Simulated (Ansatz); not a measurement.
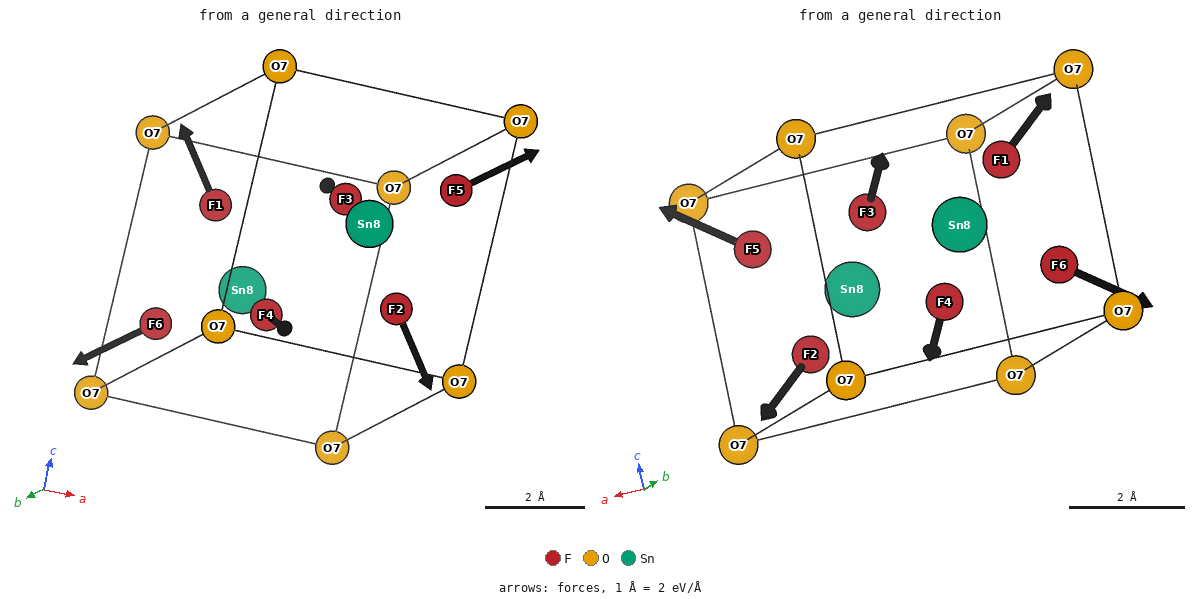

Structure drawing (spheres-only), viewed from two general directions. The box is the simulation cell; atoms on or close to its faces, edges and corners are drawn wherever they repeat. The arrows are the computed forces on the atoms.

System: SnOF₆. Electronic-structure method: DFT, PAW plane waves, PBE (Ansatz 0.2.0). Parameters: a 420 eV plane-wave basis, k-points on a 4×5×4 grid, Fermi-Dirac smearing of 0.1 eV, no spin polarisation.

> Do the forces show a relaxed structure?

No. The atoms still feel forces of up to about 3.2 eV/Å, far above a usual threshold of 0.01 to 0.03 eV/Å.

> Where is the maximum force, and how large is it?

F1, F2, F5 and F6, about 3.2 eV/Å.

The model is a generated cell, made by putting these elements into a known structure type (the compound may or may not exist in this form); its atoms and cell weren't optimised. A calculation with Ansatz used it as input.
